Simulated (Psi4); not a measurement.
# GeH3O2F (SMILES [OH][GeH]([OH])[F]) at M06-L/def2-SVP

What is the energy change on altering one bond length of GeH3O2F at M06-L/def2-SVP? 

The calculation is run with Psi4 1.11.

### 1 The structure to begin with

GeH3O2F: 7 atoms, total charge 0, spin state singlet. As SMILES, `[OH][GeH]([OH])[F]`. The coordinates come from a PBE0-D4/def2-TZVP relaxation. This is one conformer, not always the lowest.

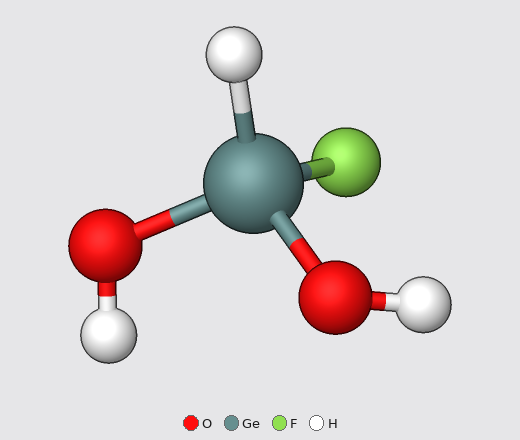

The structure, seen from a chosen angle (oxygen red, germanium teal, fluorine green, hydrogen white).

### 2 Energy and gradient at M06-L/def2-SVP

File calc.in:

```
memory 2200 MB

molecule {
  O
  Ge 1 R2
  O 2 R3 1 A3
  F 2 R4 3 A4 1 D4
  H 1 R5 2 A5 4 D5
  H 2 R6 4 A6 5 D6
  H 3 R7 2 A7 6 D7

  R2 = 1.758076
  R3 = 1.747675
  A3 = 108.44394
  R4 = 1.735697
  A4 = 110.10918
  D4 = 113.97581
  R5 = 0.960852
  A5 = 112.39665
  D5 = 19.34784
  R6 = 1.521643
  A6 = 108.50567
  D6 = 117.09271
  R7 = 0.961242
  A7 = 112.75706
  D7 = -164.09512
  units angstrom
  symmetry c1
}

set puream true
set e_convergence 1e-09
set d_convergence 1e-08
set scf_type pk
set dft_radial_points 99
set dft_spherical_points 590

e, wfn = gradient('m06-l/def2-SVP', return_wfn=True)
oeprop(wfn, 'LOWDIN_CHARGES', 'MULLIKEN_CHARGES', 'QUADRUPOLE')
```

Run with:

```sh
psi4 -i calc.in -o calc.out -n 1
```

calc.out:

```text
[...]
  Running in c1 symmetry.
[...]
  Nuclear repulsion =  327.327972022142660
[...]
  Multiplicity = 1
[...]
  Nalpha       = 30
  Nbeta        = 30
[...]
    Number of basis functions: 89
[...]
   @RKS iter   1: -2327.27854056467277   -2.14213e+00   2.78935e-02 ADIIS/DIIS
[...]
   @RKS iter  12: -2328.63675850259006   -2.59206e-11   9.42802e-09 DIIS
[...]
  @RKS Final Energy: -2328.63675850259006
   => Energetics <=
    Nuclear Repulsion Energy =            327.3279720221426601
    One-Electron Energy =               -3895.5811999974048376
    Two-Electron Energy =                1347.5477460194290416
    DFT Exchange-Correlation Energy =    -107.9312765467567772
    Empirical Dispersion Energy =           0.0000000000000000
    VV10 Nonlocal Energy =                  0.0000000000000000
    Total Energy =                      -2328.6367585025900553
[...]
  -Total Gradient:
     Atom            X                  Y                   Z
    ------   -----------------  -----------------  -----------------
       1       -0.001725897107     0.002006017186     0.005867169939
       2       -0.007700622309    -0.002987974723    -0.002924996136
       3       -0.002152419293     0.004710287722    -0.003764691546
       4        0.008152033152    -0.004445983588    -0.002210835319
       5        0.001887314016    -0.002102874428     0.001317401362
       6        0.000311982943     0.000772080926     0.000053758211
       7        0.001553857684     0.001728412141     0.001531350684
[...]
 Multipole Moments:
 ------------------------------------------------------------------------------------
     Multipole            Electronic (a.u.)      Nuclear  (a.u.)        Total (a.u.)
 ------------------------------------------------------------------------------------
 L = 1.  Multiply by 2.5417464519 to convert [e a0] to [Debye]
 Dipole X            :          0.2695915           -0.2458677            0.0237238
 Dipole Y            :          2.4009943           -2.2701103            0.1308840
 Dipole Z            :          2.0692499           -2.5129331           -0.4436832
 Magnitude           :                                                    0.4631935
 L = 2.  Multiply by 1.3450342976 to convert [e a0^2] to [Debye ang]
 Quadrupole XX       :        -93.4997976           67.6337462          -25.8660514
 Quadrupole XY       :         39.3746440          -36.9050108            2.4696332
[...]
  Mulliken Charges: (a.u.)
   Center  Symbol    Alpha    Beta     Spin     Total
       1     O     4.25087  4.25087  0.00000 -0.50173
       2    GE    15.43486 15.43486  0.00000  1.13029
       3     O     4.24374  4.24374  0.00000 -0.48747
       4     F     4.71964  4.71964  0.00000 -0.43929
       5     H     0.39514  0.39514  0.00000  0.20971
       6     H     0.56242  0.56242  0.00000 -0.12484
       7     H     0.39334  0.39334  0.00000  0.21333
   Total alpha = 30.00000, Total beta = 30.00000, Total charge =  0.00000
  Lowdin Charges: (a.u.)
[...]
```

It took 23 s on 1 thread of Intel Xeon 6975P-C (Granite Rapids), shared host; peak memory 1.3 GiB.

### 3 The distorted shape, same level

File fgeh3o2.xyz:

```xyz
7
FGeH3O2
O      0.569370     2.146492    -0.603932
Ge     0.814770     0.979392     0.687768
O      2.440470     0.350192     0.562968
F     -1.260300    -1.284500     0.113200
H     -0.286930     2.047992    -1.028532
H      0.590870     1.491992     2.102868
H      2.726670     0.237492    -0.347732
```

File fgeh3o2.py:

```python
import psi4

psi4.set_memory('2200 MB')
psi4.set_num_threads(1)
psi4.core.set_output_file('fgeh3o2.out', False)

with open('fgeh3o2.xyz') as f:
    atoms = ''.join(f.readlines()[2:])
mol = psi4.geometry('0 1\n' + atoms + 'symmetry c1')

options = {'reference': 'rks', 'puream': True, 'e_convergence': 1e-09, 'd_convergence': 1e-08, 'scf_type': 'pk', 'dft_radial_points': 99, 'dft_spherical_points': 590}
psi4.set_options(options)

energy_value, wavefunction = psi4.gradient('m06-l/def2-SVP', return_wfn=True)
psi4.oeprop(wavefunction, 'MAYER_INDICES', 'QUADRUPOLE', 'LOWDIN_CHARGES', title='M06-L')
print('gradient / Eh bohr^-1')
print(energy_value.np.round(6))
print(f'energy = {wavefunction.energy():.10f} Eh')
```

Run with:

```sh
python fgeh3o2.py
```

fgeh3o2.out:

```text
[...]
  Running in c1 symmetry.
[...]
  Nuclear repulsion =  278.769474699816669
[...]
  Multiplicity = 1
[...]
  Nalpha       = 30
  Nbeta        = 30
[...]
    Number of basis functions: 89
[...]
   @RKS iter   1: -2327.08229728446122   -2.32876e+00   2.78072e-02 DIIS/ADIIS
[...]
   @RKS iter  17: -2328.47684962787434   -1.18234e-11   5.81333e-09 DIIS
[...]
  @RKS Final Energy: -2328.47684962787434
   => Energetics <=
    Nuclear Repulsion Energy =            278.7694746998166693
    One-Electron Energy =               -3797.4103411862943176
    Two-Electron Energy =                1297.9293955528287370
    DFT Exchange-Correlation Energy =    -107.7653786942253333
    Empirical Dispersion Energy =           0.0000000000000000
    VV10 Nonlocal Energy =                  0.0000000000000000
    Total Energy =                      -2328.4768496278743442
[...]
  -Total Gradient:
     Atom            X                  Y                   Z
    ------   -----------------  -----------------  -----------------
       1       -0.000562255188     0.003143911057     0.000460164122
       2        0.019919480721     0.024626996189     0.004952515777
       3        0.001267095056     0.000720936747    -0.005231583239
       4       -0.027223471327    -0.031226698947    -0.006854051522
       5        0.006196234585    -0.001673856354     0.004313225898
       6        0.002982184742     0.002521209141    -0.002979067002
       7       -0.002371048614     0.001848345556     0.005584282531
[...]
 Multipole Moments:
 ------------------------------------------------------------------------------------
     Multipole            Electronic (a.u.)      Nuclear  (a.u.)        Total (a.u.)
 ------------------------------------------------------------------------------------
 L = 1.  Multiply by 2.5417464519 to convert [e a0] to [Debye]
 Dipole X            :         -0.3925143            1.5321723            1.1396581
 Dipole Y            :          0.8004173            0.9587532            1.7591705
 Dipole Z            :          2.7349323           -2.7638268           -0.0288946
 Magnitude           :                                                    2.0962672
 L = 2.  Multiply by 1.3450342976 to convert [e a0^2] to [Debye ang]
 Quadrupole XX       :       -259.0200182          230.2649424          -28.7550758
 Quadrupole XY       :       -105.2573311           97.5349296           -7.7224015
[...]
```

The script printed:

```text
gradient / Eh bohr^-1
[[-0.000562  0.003144  0.00046 ]
 [ 0.019919  0.024627  0.004953]
 [ 0.001267  0.000721 -0.005232]
 [-0.027223 -0.031227 -0.006854]
 [ 0.006196 -0.001674  0.004313]
 [ 0.002982  0.002521 -0.002979]
 [-0.002371  0.001848  0.005584]]
energy = -2328.4768496279 Eh
```

It took 27 s on 1 thread of Intel Xeon 6975P-C (Granite Rapids), shared host; peak memory 1.2 GiB.

### 4 Outcome

Level: M06-L/def2-SVP.

| quantity | value |
| --- | --- |
| first shape: total energy | -2328.63676 Eh |
| first shape: dipole moment | 1.18 D |
| first shape: HOMO energy | -7.78 eV |
| first shape: LUMO energy | -0.03 eV |
| first shape: HOMO–LUMO gap | 7.75 eV |
| first shape: largest force on an atom | 0.491 eV/Å |
| distorted shape: total energy | -2328.47685 Eh |
| distorted shape: dipole moment | 5.33 D |
| distorted shape: HOMO energy | -5.58 eV |
| distorted shape: LUMO energy | -4.51 eV |
| distorted shape: HOMO–LUMO gap | 1.06 eV |
| distorted shape: largest force on an atom | 2.159 eV/Å |
| energy change with the Ge2–F4 bond stretched from 1.736 to 3.124 Å | 4.351 eV |

What this shows: One bond (distorted shape) is far stretched, which a spin-restricted single reference describes badly; a broken-symmetry solution may lie lower. With the Ge2–F4 bond stretched from 1.736 to 3.124 Å the energy rises by 4.35 eV (420 kJ/mol). The first shape isn't relaxed at this level, so the change isn't measured from a minimum. A restricted reference can't describe the breaking bond well at this length. The largest force (first shape) is 0.49 eV/Å: the shape isn't a stationary point for this species at this level.
